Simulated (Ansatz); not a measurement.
AlNi3: pressure series

The parent structure is AlNi$_{3}$ in the Cu3Au type structure (space group Pm-3m, No. 221; weakly magnetic (sensitive to the mesh)).

```
AlNi3
1.0
    3.56684     0.00000     0.00000
    0.00000     3.56684     0.00000
    0.00000     0.00000     3.56684
Ni Al
3 1
Cartesian
  0.00000   1.78342   1.78342
  1.78342   1.78342   0.00000
  1.78342   0.00000   1.78342
  0.00000   0.00000   0.00000
```

Cell and atoms are relaxed at each pressure.

Computed with DFT with PBE, PAW potentials and a 420 eV plane-wave cutoff in Ansatz (a quantum-chemistry and plane-wave program), without spin-orbit coupling.

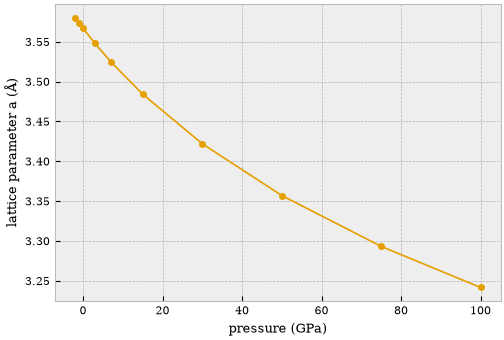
Figure: Lattice parameter a against pressure

Task: From the plot, what is the lattice parameter a for pressure 75 GPa?

Result: About 3.29 Å.

Task: Is the trend monotonic over the range shown?

Result: Yes, it falls throughout, spanning 3.242 Å to 3.580 Å.

Other magnetic orders, which the real material may have, were not ruled out. Load acts through the strain it causes; cell and atoms are relaxed under it. Stability against distortions was not tested. No other phases were tried under pressure.
